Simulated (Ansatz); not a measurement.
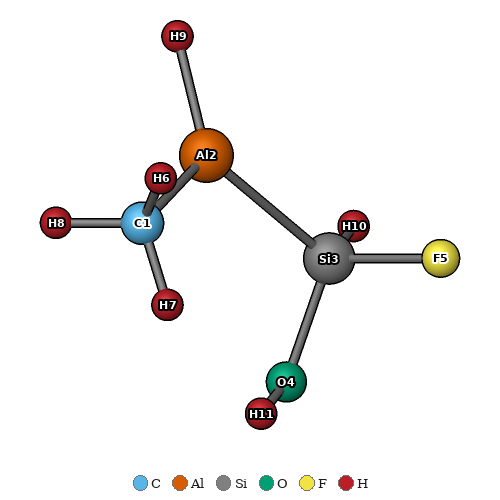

The system is CH₆AlFOSi, SMILES [CH3][AlH][SiH](O)F; the picture shows the reference structure. First axis: dihedral C1–Al2–Si3–O4. Second axis: dihedral Al2–Si3–O4–H11. Nothing is relaxed (all other coordinates rigid). The scan uses a 10 × 10 grid. Points are written as (first, second). Energies are in kJ/mol, from the lowest grid point. Theory: RKS PBE-D4/def2-SVP (Ansatz 0.2.0).

Its coordinates:

```csv
atom,x (Å),y (Å),z (Å)
C,-1.4331,0.6452,-1.1932
Al,0.2133,-0.4308,-1.0638
Si,1.4043,-0.4810,1.1043
O,0.3076,-0.5583,2.3821
F,2.2494,0.9411,1.1838
H,-1.3277,1.4061,-1.9978
H,-1.7114,1.1791,-0.2620
H,-2.2945,0.0066,-1.4891
H,0.7295,-1.2298,-2.3589
H,2.3758,-1.5861,1.4126
H,-0.4477,0.0509,2.3025
```

Range: dihedral C1–Al2–Si3–O4 from −180 to 144°; dihedral Al2–Si3–O4–H11 from −180 to 144°.

**Predict the map.**

The lowest grid point is at (36°, −36°). Other grid points that lie below all their neighbours: (−144°, −36°) (1.8 kJ/mol higher); (72°, −180°) (2.8 kJ/mol higher). The highest grid point, (−144°, 72°), lies 22.5 kJ/mol above the lowest.

| dihedral Al2–Si3–O4–H11 ↓, dihedral C1–Al2–Si3–O4 → | −180 | −144 | −108 | −72 | −36 | 0 | 36 | 72 | 108 | 144 |
| --- | --- | --- | --- | --- | --- | --- | --- | --- | --- | --- |
| 144 | 5.9 | 5.6 | 5.4 | 6.0 | 6.2 | 5.3 | 3.9 | 3.3 | 4.2 | 5.4 |
| 108 | 14.3 | 14.4 | 13.4 | 12.8 | 13.1 | 12.9 | 12.0 | 11.0 | 11.3 | 12.8 |
| 72 | 20.3 | 22.5 | 21.8 | 19.4 | 18.4 | 19.0 | 19.7 | 19.0 | 17.6 | 17.9 |
| 36 | 17.1 | 21.0 | 22.4 | 19.9 | 16.8 | 16.7 | 18.4 | 19.4 | 17.7 | 15.7 |
| 0 | 7.6 | 10.2 | 13.7 | 13.7 | 10.0 | 7.7 | 8.2 | 11.1 | 11.6 | 9.1 |
| −36 | 1.9 | 1.8 | 4.5 | 6.6 | 4.8 | 1.5 | 0.0 | 2.2 | 5.2 | 4.6 |
| −72 | 5.8 | 4.6 | 5.3 | 6.9 | 6.7 | 4.6 | 2.8 | 3.1 | 5.8 | 7.0 |
| −108 | 11.9 | 11.7 | 11.4 | 11.6 | 11.5 | 10.7 | 9.6 | 8.9 | 9.9 | 11.3 |
| −144 | 9.8 | 10.6 | 10.7 | 10.4 | 9.9 | 9.3 | 8.8 | 8.1 | 8.0 | 8.8 |
| −180 | 4.3 | 4.7 | 5.1 | 5.5 | 5.1 | 4.2 | 3.2 | 2.8 | 3.1 | 3.7 |

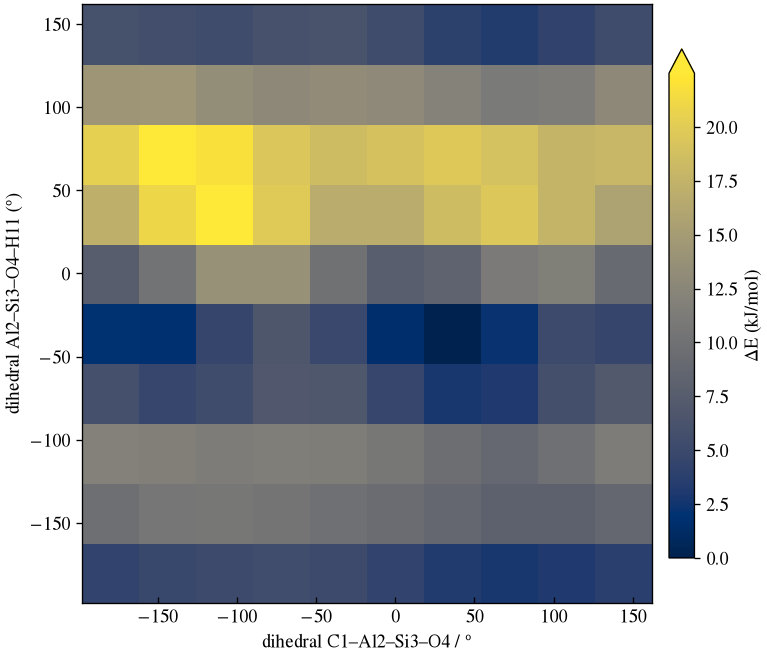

Drawn: one coloured cell a grid point, one colour for all values above the top of the scale.

The whole map (100 points run) took 9.9 min on 1 thread of Intel(R) Xeon(R) Platinum 8375C CPU @ 2.90GHz (Ice Lake), with other jobs on the host.
